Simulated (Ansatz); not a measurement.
**CH4FGeN (SMILES [H]/N=[C](/F)[GeH3]): PBE0/6-31G(d) (spherical functions)**

What is the vertical ionisation energy of CH4FGeN at PBE0/6-31G* (spherical functions)? 

The results are computed with Ansatz 0.2.0.

128 further runs of the same task are left out: 128 set aside as unsound or not needed. Runs told in other sessions of the task aren't counted.

## (1) Starting point

The species is CH4FGeN (8 atoms), meant as a singlet with charge 0. SMILES: `[H]/N=[C](/F)[GeH3]`. The coordinates come from a PBE0-D4/def2-TZVP relaxation.

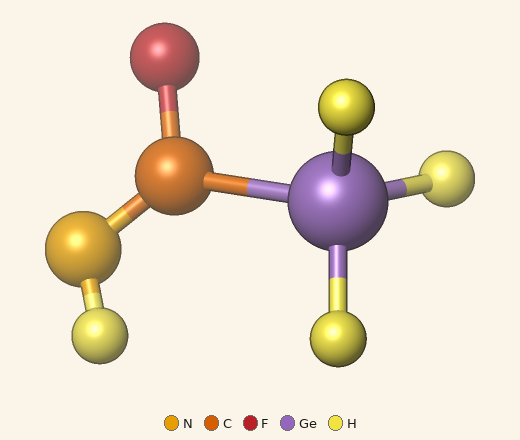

The structure, seen from a chosen angle (nitrogen amber, carbon orange, fluorine red, germanium purple, hydrogen yellow).

## (2) The energy at PBE0/6-31G(d) (spherical functions)

Contents of job.yaml:

```yaml
crystal:
  periodic: [false, false, false]
  atoms:
    - {symbol: "N", position_ang: [1.895900, 0.222300, -0.348500]}
    - {symbol: C, position_ang: [0.908100, 0.027300, 0.385600]}
    - {symbol: F, position_ang: [1.137400, -0.127100, 1.702400]}
    - {symbol: Ge, position_ang: [-1.019900, -0.103800, -0.035500]}
    - {symbol: H, position_ang: [1.617200, 0.325400, -1.319900]}
    - {symbol: H, position_ang: [-1.766200, 1.006900, 0.710300]}
    - {symbol: H, position_ang: [-1.149700, 0.071600, -1.553900]}
    - {symbol: H, position_ang: [-1.530700, -1.479600, 0.403700]}
basis:
  gaussian: {orbitals: 6-31G_st_-spherical.json}
accuracy: high
hamiltonian: {xc: {name: PBE0}}
output: {orbitals: {seedname: orbitals}}
```

The basis set 6-31G* is read from a file made from the Basis Set Exchange's data (not shown).

Run with:

```sh
$ ansatz run job.yaml --threads 1 --pin off --max-ram 3480MiB --events-out events.jsonl --progress --plain --runs-dir runs
```

Log:

```text
Warning: RAYON_NUM_THREADS=1 ignored (pool sized by the plan → 1); use --threads N
Functional definition: PBE0
  name "PBE0"
  parameter a = 0.25
  parameter kappa = 0.804
  parameter beta = 0.06672455060314922
  exchange = (1 - a)*pbe_x(kappa = kappa, mu = beta*pi^2/3) + a*exact_x
  correlation = pbe_c(beta = beta)
1829 factors; integrals over basis functions are off by at most 1.6e-8 eV
mean field evaluation 1: about -61801.5546 eV, gradient 4.5e1 eV
mean field evaluation 2: about -61794.1267 eV, gradient 7.1e1 eV
mean field evaluation 4: about -61805.3731 eV, gradient 3.6e0 eV
mean field evaluation 8: about -61805.5966 eV, gradient 3.3e-1 eV
mean field evaluation 16: about -61805.5968 eV, gradient 6.1e-5 eV
mean field -61805.59683773 eV, -2271.3137904484 hartree, gradient 5.6e-8 eV, S^2 0.000000; 0 other end points of the search recorded, 0 dependent functions left out
reference -61805.59684048 eV, -2271.3137905496 hartree; 29, 29 occupied and 53, 53 virtual orbitals, 1829 factors
Total energy: -61805.59684048 eV, -2271.3137905496 hartree
```

Wall time 13 s (1 thread of Arm Neoverse N1, shared host); peak memory 0.28 GiB.

## (3) The doublet cation, same level

Contents of input.yaml:

```yaml
crystal:
  periodic: [false, false, false]
  atoms:
    - {symbol: N, position_ang: [1.895900, 0.222300, -0.348500]}
    - {symbol: C, position_ang: [0.908100, 0.027300, 0.385600]}
    - {symbol: F, position_ang: [1.137400, -0.127100, 1.702400]}
    - {symbol: Ge, position_ang: [-1.019900, -0.103800, -0.035500]}
    - {symbol: H, position_ang: [1.617200, 0.325400, -1.319900]}
    - {symbol: H, position_ang: [-1.766200, 1.006900, 0.710300]}
    - {symbol: H, position_ang: [-1.149700, 0.071600, -1.553900]}
    - {symbol: H, position_ang: [-1.530700, -1.479600, 0.403700]}
basis:
  gaussian:
    orbitals: 6-31G_st_-spherical.json
hamiltonian:
  xc: {name: PBE0}
accuracy: high
total_charge: 1
magnetization:
  spin_polarized: true
  initial_magnetization: 1
output: {orbitals: {seedname: orbitals}}
```

The basis set 6-31G* is read from a file made from the Basis Set Exchange's data (not shown).

Run with:

```sh
$ ansatz run input.yaml --threads 1 --pin off --max-ram 3480MiB --events-out events.jsonl --progress --plain --runs-dir runs
```

Log:

```text
Warning: RAYON_NUM_THREADS=1 ignored (pool sized by the plan → 1); use --threads N
Functional definition: PBE0
  name "PBE0"
  parameter a = 0.25
  parameter kappa = 0.804
  parameter beta = 0.06672455060314922
  exchange = (1 - a)*pbe_x(kappa = kappa, mu = beta*pi^2/3) + a*exact_x
  correlation = pbe_c(beta = beta)
1829 factors; integrals over basis functions are off by at most 1.6e-8 eV
mean field evaluation 1: about -61781.6310 eV, gradient 5.0e1 eV
mean field evaluation 2: about -61699.4653 eV, gradient 1.2e2 eV
mean field evaluation 4: about -61789.8564 eV, gradient 3.2e1 eV
mean field evaluation 8: about -61795.1582 eV, gradient 5.6e-1 eV
mean field evaluation 16: about -61795.3593 eV, gradient 9.4e-3 eV
mean field evaluation 32: about -61795.3593 eV, gradient 8.6e-6 eV
mean field -61795.35928730 eV, -2270.9375674092 hartree, gradient 2.9e-8 eV, S^2 0.758646; 2 other end points of the search recorded, 0 dependent functions left out
reference -61795.35928990 eV, -2270.9375675051 hartree; 29, 28 occupied and 53, 54 virtual orbitals, 1829 factors
Total energy: -61795.35928990 eV, -2270.9375675051 hartree
```

It took 36 s on 1 thread of Arm Neoverse N1, shared host; peak memory 0.42 GiB.

## (4) Outcome

Level: PBE0/6-31G* (spherical functions).

| quantity | value |
| --- | --- |
| singlet CH4FGeN: total energy | -2271.31379 Eh |
| singlet CH4FGeN: HOMO energy | -7.89 eV |
| singlet CH4FGeN: LUMO energy | -0.20 eV |
| singlet CH4FGeN: HOMO–LUMO gap | 7.69 eV |
| doublet cation: total energy | -2270.93757 Eh |
| doublet cation: HOMO energy (highest over α and β) | -15.42 eV |
| doublet cation: LUMO energy (lowest over α and β) | -12.53 eV |
| doublet cation: ⟨S²⟩ | 0.759 |
| vertical ionisation energy (to the doublet cation) | 10.238 eV |

The vertical ionisation energy comes to 10.24 eV (236 kcal/mol). The negative HOMO energy of the first species, 7.89 eV, lies 2.35 eV below that difference.
